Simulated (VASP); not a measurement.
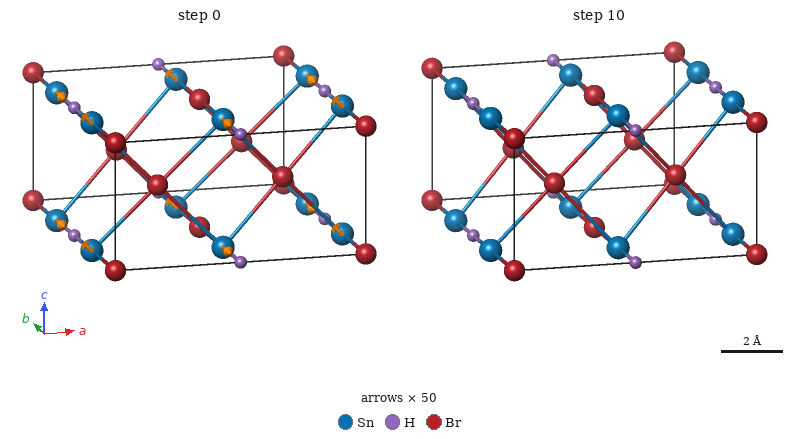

The structure of crystalline Sn2HBr3 (a generated structure, set up in Cmmm) before (left) and after (right) a relaxation, at one scale. The orange arrows give the displacements (the part carried along by the change of the cell is left out), 50 times their true length.

Style: ball-and-stick. Shown: the conventional cell (2 times the calculation's cell), slightly off an axis. Lengths and directions refer to the drawn axes.

The run lets cell and atoms move.

Level of theory: VASP, Kohn-Sham DFT of a periodic cell, PBE, VASP PAW PBE potentials, recommended.

Input file:
```
PREC = Accurate
ENCUT = 520
EDIFF = 1E-6
ISMEAR = 0
SIGMA = 0.1
LREAL = F
LASPH = T
NELM = 120
ALGO = Normal
ISIF = 3
LWAVE = F
LCHARG = F
GGA = PE
IBRION = 2
NSW = 90
EDIFFG = -0.01
KPAR = 8
```

Command:
```bash
cat potpaw_PBE.64/Sn_d/POTCAR potpaw_PBE.64/H/POTCAR potpaw_PBE.64/Br/POTCAR > POTCAR
mpirun -np 8 vasp_std > vasp.out
```

Summarise the run.

Over 10 geometry steps the energy falls by 11.9 meV per cell of the calculation. Largest force component: 0.063 eV/Å at the start, 0.0047 eV/Å at the end. Pressure: 0.15 GPa at the start and 0.02 GPa at the end. The largest moves relative to the cell, 0.019 Å, are those of Sn atoms. Br and H stay in place. The volume changes by +0.1 %, with a 8.576 → 8.297 Å (−3.3 %), b 10.070 → 10.084 Å (+0.1 %), c 4.339 → 4.482 Å (+3.3 %). Near-neighbour distances that change, for instance: Br–Sn 2.884 → 2.907 Å, H–Sn 2.151 → 2.135 Å, Br–Sn 3.072 → 3.078 Å. Among the angles between lasting bonds that change: Br–Sn–Br 88.5° → 84.7°, Sn–Br–Sn 90.1° → 86.6°, Br–Sn–Br 89.9° → 93.4°. The space group stays Cmmm (No. 65). It ran on 8 threads of AMD EPYC 9R45 96-Core Processor (Zen 5), with other jobs on the host.
